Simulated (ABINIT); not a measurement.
# Beyond one shot: BN (Qingsongite)

Wanted: G0W0 and self-consistent gaps of BN (Qingsongite), with the cost of the cycles.

Calculated with ABINIT 10.8.3; PBE and many-body steps on it, plane waves.

**1. Starting point**

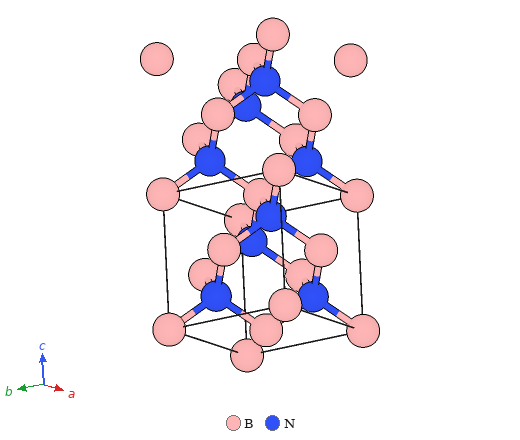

The cell as given, from a free direction (boron pink, nitrogen blue). 1×1×2 cells are drawn. This picture shows the conventional cell, with its axes. Bonds to atoms that aren't drawn are left out. Some periodic images of atoms are drawn too.

Structure file:

```cif
data_structure
_symmetry_space_group_name_H-M 'P 1'
_symmetry_Int_Tables_number 1
_cell_length_a 2.5562
_cell_length_b 2.5562
_cell_length_c 2.5562
_cell_angle_alpha 60.000
_cell_angle_beta 60.000
_cell_angle_gamma 60.000
_cell_volume 11.81
loop_
_atom_site_label
_atom_site_type_symbol
_atom_site_fract_x
_atom_site_fract_y
_atom_site_fract_z
_atom_site_occupancy
B1 B 0.00000 0.00000 0.00000 1
N2 N 0.25000 0.25000 0.25000 1
```

The cell and positions come from the Crystallography Open Database and are kept as given unless a step says otherwise.

**2. Empty states on the mesh, 6×6×6 mesh, 99 bands**

This step: ABINIT 10.8.3; DFT, PBE, plane waves, norm-conserving pseudopotentials.

The sums over transitions need many empty states on a uniform mesh; this step solves for them.

Input file run.abi:

```
acell 3*1.0 Angstrom
rprim 
  -0.000000000000 1.807500000000 1.807500000000
  1.807500000000 0.000000000000 1.807500000000
  1.807500000000 1.807500000000 -0.000000000000
ntypat 2
znucl 5 7
natom 2
typat 1 2
xred 
  0.000000000000 0.000000000000 0.000000000000
  0.250000000000 0.250000000000 0.250000000000
pp_dirpath "pseudos"
pseudos "B.upf, N.upf"
ecut 36
ngkpt 6 6 6
nshiftk 1
shiftk 0 0 0
kptopt 1
chksymbreak 0
irdden 1
istwfk *1
nband 99
prtvol 0
optdriver 6
gwr_task "HDIAGO"
paral_kgb 0
occopt 1
indata_prefix "in"
outdata_prefix "out"
tmpdata_prefix "tmp"
```

On the command line:

```sh
$ OMP_NUM_THREADS=1 mpirun -n 4 abinit run.abi > log
```

What it wrote:

```text
.Version 10.8.3 of ABINIT. v10.8.2 released Aug 2026.

 Symmetries : space group F-4 3 m (#216); Bravais cF (face-center cubic)
[... echo of the input left out ...]
== DATASET  1 ==================================================================
-   mpi_nproc: 4, omp_nthreads: 1 (-1 if OMP is not activated)

--- !DatasetInfo
iteration_state: {dtset: 1, }
dimensions: {natom: 2, nkpt: 16, mband: 99, nsppol: 1, nspinor: 1, nspden: 1, mpw: 869, }
cutoff_energies: {ecut:  36.0, pawecutdg:  -1.0, }
[...]
Indirect band gap semiconductor
 Fundamental gap:     4.535 (eV)
   VBM:     8.220 (eV) at k: [ 0.0000E+00,  0.0000E+00,  0.0000E+00]
   CBM:    12.755 (eV) at k: [ 5.0000E-01,  5.0000E-01,  0.0000E+00]
 Direct gap:         8.878 (eV) at k: [ 0.0000E+00,  0.0000E+00,  0.0000E+00]

== END DATASET(S) ==============================================================
================================================================================

 -outvars: echo values of variables after computation  --------
           etotal      0.0000000000E+00
            nband          99
             nkpt          16
          spgroup         216
 [... the other variables as echoed above ...]

 Calculation completed.
```

Wall time 5.2 s (4 MPI ranks of Arm Neoverse V1, shared host); peak memory 0.38 GiB.

Numbers from this step:

```
gap                                                           : 4.535 eV
k of the valence top                                          : 0, 0, 0
k of the conduction bottom                                    : 0.5, 0.5, 0
least direct gap                                              : 8.878 eV
k points computed                                             : 16
lowest point of the top converged band, above the valence top : 192.0699 eV
```

On this mesh the gap is 4.535 eV.

The density comes from a self-consistent run that is not shown.

**3. Screening, 6×6×6 mesh, 91 bands, screening to 261.2 eV**

The RPA dielectric matrix is built and inverted for each q.

This step: RPA screening on PBE, plane waves, norm-conserving pseudopotentials.

Changes to run.abi since step 2:

```diff
@@ -20,10 +20,11 @@
 chksymbreak 0
-irdden 1
 istwfk *1
-nband 99
-prtvol 0
-optdriver 6
-gwr_task "HDIAGO"
-paral_kgb 0
 occopt 1
+irdwfk 1
+optdriver 3
+nband 91
+ecuteps 9.6
+inclvkb 2
+awtr 1
+symchi 1
 indata_prefix "in"
```

What it wrote:

```text
.Version 10.8.3 of ABINIT. v10.8.2 released Aug 2026.

 Symmetries : space group F-4 3 m (#216); Bravais cF (face-center cubic)
[... echo of the input left out ...]
== DATASET  1 ==================================================================
-   mpi_nproc: 4, omp_nthreads: 1 (-1 if OMP is not activated)

--- !DatasetInfo
iteration_state: {dtset: 1, }
dimensions: {natom: 2, nkpt: 16, mband: 91, nsppol: 1, nspinor: 1, nspden: 1, mpw: 869, }
cutoff_energies: {ecut:  36.0, pawecutdg:  -1.0, }
electrons: {nelect:   8.00000000E+00, charge:   0.00000000E+00, occopt:   1.00000000E+00, tsmear:   1.00000000E-02, }

 SCREENING: Calculation of the susceptibility and dielectric matrices

 Based on a program developped by R.W. Godby, V. Olevano, G. Onida, and L. Reining.
 Incorporated in ABINIT by V. Olevano, G.-M. Rignanese, and M. Torrent.
.Using double precision arithmetic ; gwpc =  8

[... cell and pseudopotentials left out ...]
--------------------------------------------------------------------------------

 ==== K-mesh for the wavefunctions ====
 Number of points in the irreducible wedge :    16
[... list of points left out ...]
 Together with 24 symmetry operations and time-reversal symmetry
 yields   216 points in the full Brillouin Zone.

 ==== Q-mesh for the screening function ====
 Number of points in the irreducible wedge :    16
[... list of points left out ...]
 Together with 24 symmetry operations and time-reversal symmetry
 yields   216 points in the full Brillouin Zone.

 setmesh: FFT mesh size selected  =    20x   20x   20
          total number of points  =         8000

 vcoul_init : cutoff-mode = AUXILIARY_FUNCTION
 q-points for optical limit:   1
     1)      0.000010    0.000020    0.000030

- screening: taking advantage of time-reversal symmetry
- Maximum band index for partially occupied states nbvw = 4
- Remaining bands to be divided among processors   nbcw = 87
- Number of bands treated by each node ~21

 Number of electrons calculated from density =    8.0000; Expected =    8.0000
 average of density, n =  0.100376
 r_s =    1.3348
 omega_plasma =   30.5612 [eV]

 calculating chi0 at frequencies [eV] :
  1    0.000000E+00    0.000000E+00
  2    0.000000E+00    3.056116E+01

--------------------------------------------------------------------------------
  q-point number  1        q = ( 0.000000, 0.000000, 0.000000) [r.l.u.]
--------------------------------------------------------------------------------
[... chi0 elements left out ...]
 For q-point:  0.000010 0.000020 0.000030
  dielectric constant =   4.3902
  dielectric constant without local fields =   4.7430

  Average fulfillment of the sum rule on Im[epsilon] for q-point    1 :     92.40  [%]
[... wings left out ...]
  q-point number  2        q = ( 0.166667, 0.000000, 0.000000) [r.l.u.]
--------------------------------------------------------------------------------
[... chi0 elements left out ...]
  Average fulfillment of the sum rule on Im[epsilon] for q-point    2 :     98.59  [%]

 [... 14 further q-points ...]
```

Run time: 15 s. Hardware: 4 MPI ranks; peak memory 0.5 GiB.

This step gave:

```
ε∞ with local fields, on this mesh, along the program's q direction : 4.390
the same without local fields                                       : 4.743
plasma frequency                                                    : 30.56 eV
plane waves in the screening matrix                                 : 113
```

Local fields lower ε∞ by 7 %. On a Γ-centred mesh this coarse the value itself is usually too large, while a short band sum pulls it down.

**4. G0W0**

The self-energy is evaluated for the states that the input lists, and the levels follow from it, in one-shot runs by the linearised quasiparticle equation.

This step: G0W0 on PBE, plane waves, norm-conserving pseudopotentials.

Changes to run.abi since step 3:

```diff
@@ -23,8 +23,17 @@
 irdwfk 1
-optdriver 3
+optdriver 4
 nband 91
+gwcalctyp 0
+ecutsigx 36
+symsigma 1
+nkptgw 2
+kptgw 
+  0.0000000000 0.0000000000 0.0000000000
+  0.5000000000 0.5000000000 0.0000000000
+bdgw 
+  2 7
+  3 6
 ecuteps 9.6
-inclvkb 2
-awtr 1
-symchi 1
+irdscr 1
+ppmodel 1
 indata_prefix "in"
```

What it wrote:

```text
.Version 10.8.3 of ABINIT. v10.8.2 released Aug 2026.

 Symmetries : space group F-4 3 m (#216); Bravais cF (face-center cubic)
[... echo of the input left out ...]
== DATASET  1 ==================================================================
-   mpi_nproc: 4, omp_nthreads: 1 (-1 if OMP is not activated)

--- !DatasetInfo
iteration_state: {dtset: 1, }
dimensions: {natom: 2, nkpt: 16, mband: 91, nsppol: 1, nspinor: 1, nspden: 1, mpw: 869, }
cutoff_energies: {ecut:  36.0, pawecutdg:  -1.0, }
electrons: {nelect:   8.00000000E+00, charge:   0.00000000E+00, occopt:   1.00000000E+00, tsmear:   1.00000000E-02, }

 SIGMA: Calculation of the GW corrections

 Based on a program developped by R.W. Godby, V. Olevano, G. Onida, and L. Reining.
 Incorporated in ABINIT by V. Olevano, G.-M. Rignanese, and M. Torrent.
.Using double precision arithmetic ; gwpc =  8

[... cell and pseudopotentials left out ...]
--------------------------------------------------------------------------------

 ==== K-mesh for the wavefunctions ====
 Number of points in the irreducible wedge :    16
[... list of points left out ...]
 Together with 24 symmetry operations and time-reversal symmetry
 yields   216 points in the full Brillouin Zone.

 ==== Q-mesh for screening function ====
 Number of points in the irreducible wedge :    16
[... list of points left out ...]
 Together with 24 symmetry operations and time-reversal symmetry
 yields   216 points in the full Brillouin Zone.

 vcoul_init : cutoff-mode = AUXILIARY_FUNCTION
 q-points for optical limit:   1
     1)      0.000010    0.000020    0.000030
 setmesh: FFT mesh size selected  =    25x   25x   25
          total number of points  =        15625

 Number of electrons calculated from density =    8.0000; Expected =    8.0000
 average of density, n =  0.100376
 r_s =    1.3348
 omega_plasma =   30.5612 [eV]

 === KS Band Gaps ===
  >>>> For spin  1
   Minimum direct gap =   8.8782 [eV], located at k-point      :   0.0000  0.0000  0.0000
   Fundamental gap    =   4.5349 [eV], Top of valence bands at :   0.0000  0.0000  0.0000
                                       Bottom of conduction at :   0.5000  0.5000  0.0000
 SIGMA fundamental parameters:
 PLASMON POLE MODEL  1
 number of plane-waves for SigmaX                  869
 number of plane-waves for SigmaC and W            113
 number of plane-waves for wavefunctions           869
 number of bands                                    91
 number of independent spin polarizations            1
 number of spinorial components                      1
 number of k-points in IBZ                          16
 number of q-points in IBZ                          16
 number of symmetry operations                      24
 number of k-points in BZ                          216
 number of q-points in BZ                          216
 number of frequencies for dSigma/dE                 9
 frequency step for dSigma/dE [eV]                0.25
 number of omega for Sigma on real axis              0
 max omega for Sigma on real axis  [eV]           0.00
 zcut for avoiding poles [eV]                     0.10

 EPSILON^-1 parameters (SCR file):
 dimension of the eps^-1 matrix on file            113
 dimension of the eps^-1 matrix used               113
 number of plane-waves for wavefunctions           869
 number of bands                                    91
 number of q-points in IBZ                          16
 number of frequencies                               2
 number of real frequencies                          1
 number of imag frequencies                          1

 matrix elements of self-energy operator (all in [eV])

 Perturbative Calculation

--- !SelfEnergy_ee
iteration_state: {dtset: 1, }
kpoint     : [   0.000,    0.000,    0.000, ]
spin       : 1
KS_gap     :    8.878
QP_gap     :   10.948
Delta_QP_KS:    2.070
data: !SigmaeeData |
     Band     E0 <VxcDFT>   SigX SigC(E0)      Z dSigC/dE  Sig(E)    E-E0       E
        2   8.220 -18.521 -22.105   2.464   0.827  -0.210 -19.447  -0.926   7.294
        3   8.220 -18.521 -22.105   2.464   0.827  -0.210 -19.447  -0.926   7.294
        4   8.220 -18.521 -22.105   2.464   0.827  -0.210 -19.447  -0.926   7.294
        5  17.099 -13.778  -7.120  -5.298   0.842  -0.188 -12.633   1.144  18.243
        6  17.099 -13.778  -7.120  -5.298   0.842  -0.188 -12.633   1.144  18.243
        7  17.099 -13.778  -7.120  -5.298   0.842  -0.188 -12.633   1.144  18.243

--- !SelfEnergy_ee
iteration_state: {dtset: 1, }
kpoint     : [   0.500,    0.500,    0.000, ]
spin       : 1
KS_gap     :    9.442
QP_gap     :   11.406
Delta_QP_KS:    1.964
data: !SigmaeeData |
     Band     E0 <VxcDFT>   SigX SigC(E0)      Z dSigC/dE  Sig(E)    E-E0       E
        3   3.313 -16.496 -21.664   3.469   0.817  -0.225 -17.883  -1.387   1.926
        4   3.313 -16.496 -21.664   3.469   0.817  -0.225 -17.883  -1.387   1.926
        5  12.755 -12.569  -7.356  -4.537   0.854  -0.172 -11.992   0.577  13.332
        6  17.562 -12.695  -6.758  -5.119   0.850  -0.176 -11.999   0.696  18.258

== END DATASET(S) ==============================================================
================================================================================

 -outvars: echo values of variables after computation  --------
           etotal      0.0000000000E+00
            nband          91
             nkpt          16
          spgroup         216
 [... the other variables as echoed above ...]

 Calculation completed.
```

Elapsed: 5.2 s, on 4 MPI ranks; peak memory 0.47 GiB.

Numbers from this step:

| Property | Result |
| --- | --- |
| G0W0 gap on the points computed | 6.038 eV |
| starting gap on the mesh | 4.535 eV |
| k of the valence top | 0, 0, 0 |
| k of the conduction bottom | 0.5, 0.5, 0 |
| Z at the valence top | 0.827 |
| Z at the conduction bottom | 0.854 |
| least direct G0W0 gap on the computed points | 10.95 eV |

The gap on the mesh goes from 4.53 eV to 6.04 eV, a correction of +1.50 eV.

**5. evGW0, cycle 1**

This step: evGW0 on PBE, plane waves, norm-conserving pseudopotentials.

Changes to run.abi since step 4:

```diff
@@ -25,12 +25,40 @@
 nband 91
-gwcalctyp 0
+gwcalctyp 10
 ecutsigx 36
 symsigma 1
-nkptgw 2
+nkptgw 16
 kptgw 
   0.0000000000 0.0000000000 0.0000000000
+  0.1666666667 0.0000000000 0.0000000000
+  0.3333333333 0.0000000000 0.0000000000
+  0.5000000000 0.0000000000 0.0000000000
+  0.1666666667 0.1666666667 0.0000000000
+  0.3333333333 0.1666666667 0.0000000000
+  0.5000000000 0.1666666667 0.0000000000
+  -0.3333333333 0.1666666667 0.0000000000
+  -0.1666666667 0.1666666667 0.0000000000
+  0.3333333333 0.3333333333 0.0000000000
+  0.5000000000 0.3333333333 0.0000000000
+  -0.3333333333 0.3333333333 0.0000000000
   0.5000000000 0.5000000000 0.0000000000
+  0.5000000000 0.3333333333 0.1666666667
+  -0.3333333333 0.3333333333 0.1666666667
+  -0.3333333333 0.5000000000 0.1666666667
 bdgw 
-  2 7
-  3 6
+  1 8
+  1 8
+  1 8
+  1 8
+  1 8
+  1 8
+  1 8
+  1 8
+  1 8
+  1 8
+  1 8
+  1 8
+  1 8
+  1 8
+  1 8
+  1 8
 ecuteps 9.6
```

What it wrote:

```text
.Version 10.8.3 of ABINIT. v10.8.2 released Aug 2026.

 Symmetries : space group F-4 3 m (#216); Bravais cF (face-center cubic)
[... echo of the input left out ...]
== DATASET  1 ==================================================================
-   mpi_nproc: 4, omp_nthreads: 1 (-1 if OMP is not activated)

--- !DatasetInfo
iteration_state: {dtset: 1, }
dimensions: {natom: 2, nkpt: 16, mband: 91, nsppol: 1, nspinor: 1, nspden: 1, mpw: 869, }
cutoff_energies: {ecut:  36.0, pawecutdg:  -1.0, }
electrons: {nelect:   8.00000000E+00, charge:   0.00000000E+00, occopt:   1.00000000E+00, tsmear:   1.00000000E-02, }

 SIGMA: Calculation of the GW corrections

 Based on a program developped by R.W. Godby, V. Olevano, G. Onida, and L. Reining.
 Incorporated in ABINIT by V. Olevano, G.-M. Rignanese, and M. Torrent.
.Using double precision arithmetic ; gwpc =  8

[... cell and pseudopotentials left out ...]
--------------------------------------------------------------------------------

 ==== K-mesh for the wavefunctions ====
 Number of points in the irreducible wedge :    16
[... list of points left out ...]
 Together with 24 symmetry operations and time-reversal symmetry
 yields   216 points in the full Brillouin Zone.

 ==== Q-mesh for screening function ====
 Number of points in the irreducible wedge :    16
[... list of points left out ...]
 Together with 24 symmetry operations and time-reversal symmetry
 yields   216 points in the full Brillouin Zone.

 vcoul_init : cutoff-mode = AUXILIARY_FUNCTION
 q-points for optical limit:   1
     1)      0.000010    0.000020    0.000030
 setmesh: FFT mesh size selected  =    25x   25x   25
          total number of points  =        15625

 Number of electrons calculated from density =    8.0000; Expected =    8.0000
[...]
QP_gap     :   16.442
Delta_QP_KS:    2.399
data: !SigmaeeData |
     Band     E_DFT   <VxcDFT>   E(N-1)  <Hhartree>   SigX  SigC[E(N-1)]    Z     dSigC/dE  Sig[E(N)]  DeltaE  E(N)_pert E(N)_diago
[...]
--- !SelfEnergy_ee
iteration_state: {dtset: 1, }
kpoint     : [  -0.333,    0.500,    0.167, ]
spin       : 1
KS_gap     :   13.976
QP_gap     :   16.326
Delta_QP_KS:    2.350
data: !SigmaeeData |
     Band     E_DFT   <VxcDFT>   E(N-1)  <Hhartree>   SigX  SigC[E(N-1)]    Z     dSigC/dE  Sig[E(N)]  DeltaE  E(N)_pert E(N)_diago
[...]
7    23.325   -15.251    23.325    38.577    -6.630    -6.908     0.819    -0.221   -13.849     1.403    24.728    25.038
        8    25.034   -15.634    25.034    40.668    -6.645    -7.130     0.806    -0.240   -14.135     1.499    26.533    26.893

 New Fermi energy :        3.772546E-01 Ha ,    1.026562E+01 eV
 New Exchange energy :    -3.386380E+00 Ha ,   -9.214810E+01 eV

 === QP Band Gaps ===
  >>>> For spin  1
   Minimum direct gap =  11.3574 [eV], located at k-point      :   0.0000  0.0000  0.0000
   Fundamental gap    =   6.3307 [eV], Top of valence bands at :   0.0000  0.0000  0.0000
                                       Bottom of conduction at :   0.5000  0.5000  0.0000

 writing QP data on file : out_QPS

 Convergence of QP corrections
 >>>>> For spin  1 <<<<<
.  kptgw no:  1; Maximum DeltaE = (  -1.974   0.016) for band index:  1
.  kptgw no:  2; Maximum DeltaE = (  -1.975   0.024) for band index:  1
.  kptgw no:  3; Maximum DeltaE = (  -1.956   0.030) for band index:  1
[...]
.  kptgw no: 15; Maximum DeltaE = (  -1.922   0.003) for band index:  1
.  kptgw no: 16; Maximum DeltaE = (  -1.899   0.004) for band index:  1

== END DATASET(S) ==============================================================
================================================================================

 -outvars: echo values of variables after computation  --------
           etotal      0.0000000000E+00
            nband          91
             nkpt          16
          spgroup         216
 [... the other variables as echoed above ...]

 Calculation completed.
```

Run time: 2.5 min. Hardware: 4 MPI ranks; peak memory 0.57 GiB; 10 min of CPU time.

Numbers from this step:

| Property | Result |
| --- | --- |
| quasiparticle gap on the mesh | 6.331 eV |
| gap of the density functional on the mesh | 4.535 eV |
| k of the valence top | 0, 0, 0 |
| k of the conduction bottom | 0.5, 0.5, 0 |
| Z at the valence top | 0.827 |
| Z at the conduction bottom | 0.854 |
| least direct quasiparticle gap on the computed points | 11.36 eV |

Against G0W0 in ABINIT (6×6×6 mesh, 91 bands, screening to 261.2 eV, Godby-Needs plasmon pole), the gap moves by +0.293 eV. This first cycle still uses the starting levels; it takes the full correction, at all points of the mesh, and its linearised value is 6.038 eV.

(Part 1 of 3 ends here.)

[Paths, hosts, dates, memory and timing lines, banners, echoed tables and standing remarks are left out of the program output.]

[Logs are printed without paths, hosts, clocks, repeated set-up lines and the standing remarks that a program may print on its own settings, such as how far it seeks lower states.]

[Runs of the session that timed out or met a known fault of the program may be left out.]

[Hosts, paths, dates, database ids (printed as entryN), source tags and the programs' standing remarks are cut or masked in the printed files.]

[G0W0 gaps are taken among the corrected bands and points alone; a level outside them can change the order at an edge.]

[Where Ansatz stands beside ABINIT at settings called matched, ABINIT's density can come from a denser mesh and the files from another edition; pairs whose starting gaps differed by over 0.03 eV were left out, so agreement reads better than it is.]
